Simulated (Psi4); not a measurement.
**C2H3B− (SMILES [BH2-]C#C): UMP2/6-31G (density fitting, density fitting for correlation, sweep point 3)**

Aim: the energy change on altering one bond length of C2H3B− at UMP2/6-31G (density fitting, density fitting for correlation, sweep point 3), from 2 runs. 

Program for the calculation: Psi4 1.11.

### Step 1. Starting point

C2H3B−: 6 atoms, total charge -1, spin state doublet. As SMILES, `[BH2-]C#C`. The shape is that of a GFN2-xTB optimisation.

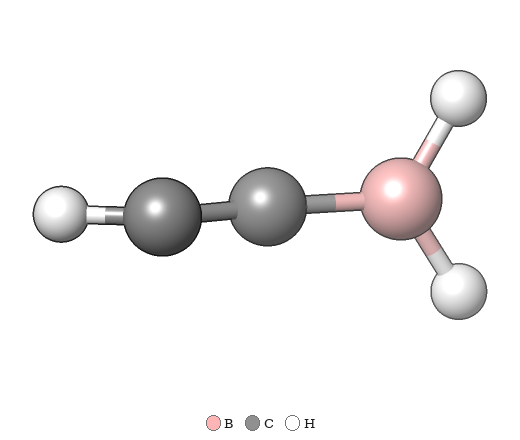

The structure, seen from a chosen angle (boron pink, carbon grey, hydrogen white).

### Step 2. A single-point energy at UMP2/6-31G (density fitting, density fitting for correlation, sweep point 3)

calc.dat

```
memory 1600 mb

molecule system {
  -1 2
  B     -1.49654971     0.92759097    -1.06365125
  C      0.52706351    -0.32301089     0.34948595
  C      2.48995983    -1.33397657     1.17525847
  H     -3.07280806    -0.27058988    -2.24178210
  H     -1.75691617     3.21601151    -1.04292095
  H      3.30925059    -2.21604403     2.82362878
  units au
  symmetry c1
}

set reference uhf
set puream true
set scf_type df
set num_frozen_docc 3
set maxiter 150

energy_value, wavefunction = energy('mp2/6-31G', return_wfn=True)
```

The run is started by

```bash
$ psi4 -n 1 calc.dat calc.out
```

calc.out:

```text
[...]
  Running in c1 symmetry.
[...]
  Nuclear repulsion =   46.447729660170218
[...]
  Multiplicity = 2
[...]
  Nalpha       = 11
  Nbeta        = 10
[...]
    Number of basis functions: 33
[...]
   @DF-UHF iter   1:  -101.92856884779818   -1.04298e+00   9.79827e-03 DIIS/ADIIS
[...]
   @DF-UHF iter  18:  -102.02230033468489   -7.95808e-13   7.17329e-09 DIIS
[...]
   @S^2 Observed:                1.001613182E+00
[...]
    Orbital Energies [Eh]
    ---------------------
    Alpha Occupied:
       1A    -11.011200     2A    -10.979288     3A     -7.318717
       4A     -0.797724     5A     -0.548702     6A     -0.450126
       7A     -0.290151     8A     -0.247215     9A     -0.229366
      10A     -0.159374    11A     -0.023031
    Alpha Virtual:
      12A      0.415002    13A      0.421343    14A      0.506237
      15A      0.530004    16A      0.559242    17A      0.666478
      18A      0.755879    19A      0.839597    20A      0.843743
      21A      0.864639    22A      0.917517    23A      1.023345
      24A      1.026231    25A      1.087880    26A      1.250080
[...]
  @DF-UHF Final Energy:  -102.02230033468489
   => Energetics <=
    Nuclear Repulsion Energy =             46.4477296601702179
    One-Electron Energy =                -233.0221878821246264
    Two-Electron Energy =                  84.5521578872695301
    Total Energy =                       -102.0223003346848856
  UHF NO Occupations:
  HONO-2 :    9  A 1.9478375
  HONO-1 :   10  A 1.9299421
[...]
 Multipole Moments:
 ------------------------------------------------------------------------------------
     Multipole            Electronic (a.u.)      Nuclear  (a.u.)        Total (a.u.)
 ------------------------------------------------------------------------------------
 L = 1.  Multiply by 2.5417464519 to convert [e a0] to [Debye]
 Dipole X            :          1.2854859           -0.4696363            0.8158496
 Dipole Y            :         -0.7074898            0.1248444           -0.5826453
 Dipole Z            :          0.6472002            0.1497082            0.7969084
 Magnitude           :                                                    1.2806831
[...]
```

Wall time 1.3 s (1 thread of Intel Xeon 6975P-C (Granite Rapids), shared host); peak memory 0.19 GiB.

### Step 3. The distorted shape

c2h3b.dat

```
memory 1600 MB

molecule {
  -1 2
  B     -1.36635892    -0.21668923    -1.07401639
  C      0.65725431    -1.46729108     0.33912080
  C      2.62015063    -2.47825676     1.16489332
  H     -2.94261727    -1.41487007    -2.25214725
  H     -1.75691617     3.21601151    -1.04292095
  H      3.43944139    -3.36032422     2.81326363
  units bohr
  symmetry c1
}

set {
  reference       uhf
  puream          true
  scf_type        df
  num_frozen_docc 3
  maxiter         150
}

e, wfn = energy('mp2/6-31G', return_wfn=True)
print_variables()
```

The run is started by

```bash
$ psi4 -i c2h3b.dat -o c2h3b.out -n 1
```

c2h3b.out:

```text
[...]
  Running in c1 symmetry.
[...]
  Nuclear repulsion =   45.299876142528987
[...]
  Multiplicity = 2
[...]
  Nalpha       = 11
  Nbeta        = 10
[...]
    Number of basis functions: 33
[...]
   @DF-UHF iter   1:  -101.85783154531367   -1.14203e+00   9.98575e-03 ADIIS/DIIS
[...]
   @DF-UHF iter  21:  -101.96436791689005   -7.10543e-13   8.32804e-09 DIIS
[...]
   @S^2 Observed:                1.153097170E+00
[...]
    Orbital Energies [Eh]
    ---------------------
    Alpha Occupied:
       1A    -11.033192     2A    -10.995814     3A     -7.381214
       4A     -0.817519     5A     -0.563210     6A     -0.461897
       7A     -0.300726     8A     -0.249050     9A     -0.213858
      10A     -0.133102    11A     -0.048199
    Alpha Virtual:
      12A      0.359136    13A      0.401958    14A      0.456853
      15A      0.493783    16A      0.549487    17A      0.622309
      18A      0.741060    19A      0.822627    20A      0.834523
      21A      0.861776    22A      0.955468    23A      1.004505
      24A      1.027678    25A      1.071211    26A      1.234721
[...]
  @DF-UHF Final Energy:  -101.96436791689005
   => Energetics <=
    Nuclear Repulsion Energy =             45.2998761425289871
    One-Electron Energy =                -230.3342786727825455
    Two-Electron Energy =                  83.0700346133634895
    Total Energy =                       -101.9643679168900547
  UHF NO Occupations:
  HONO-2 :    9  A 1.9217695
  HONO-1 :   10  A 1.9092140
[...]
 Multipole Moments:
 ------------------------------------------------------------------------------------
     Multipole            Electronic (a.u.)      Nuclear  (a.u.)        Total (a.u.)
 ------------------------------------------------------------------------------------
 L = 1.  Multiply by 2.5417464519 to convert [e a0] to [Debye]
 Dipole X            :          1.5702734           -0.5308289            1.0394445
 Dipole Y            :         -2.0177555            0.6626824           -1.3550732
 Dipole Z            :          0.7215834            0.1545801            0.8761635
 Magnitude           :                                                    1.9194610
[...]
```

It took 1.4 s on 1 thread of Intel Xeon 6975P-C (Granite Rapids), shared host; peak memory 0.19 GiB.

### Step 4. Summary of results

At UMP2/6-31G (density fitting, density fitting for correlation, sweep point 3), 3 core orbitals frozen:

| quantity | value |
| --- | --- |
| first shape: total energy | -102.23583 Eh |
| first shape: HOMO energy (Hartree–Fock orbitals) (highest over α and β) | -0.63 eV |
| first shape: LUMO energy (Hartree–Fock orbitals) (lowest over α and β) | 9.42 eV |
| first shape: correlation energy (3 core orbitals frozen) | -213.5 mEh |
| first shape: ⟨S²⟩ of the reference determinant | 1.002 |
| distorted shape: total energy | -102.17416 Eh |
| distorted shape: HOMO energy (Hartree–Fock orbitals) (highest over α and β) | -1.31 eV |
| distorted shape: LUMO energy (Hartree–Fock orbitals) (lowest over α and β) | 9.10 eV |
| distorted shape: correlation energy (3 core orbitals frozen) | -209.8 mEh |
| distorted shape: ⟨S²⟩ of the reference determinant | 1.153 |
| energy change with the B1–H5 bond stretched from 1.219 to 1.828 Å | 1.678 eV |

**Reading.** With the B1–H5 bond stretched from 1.219 to 1.828 Å the energy rises by 1.68 eV (162 kJ/mol). The first shape isn't relaxed at this level, so the change isn't measured from a minimum. ⟨S²⟩ (first shape) is 1.00 where a pure doublet has 0.75: the reference is spin-contaminated. ⟨S²⟩ (distorted shape) is 1.15 where a pure doublet has 0.75: the reference is spin-contaminated.
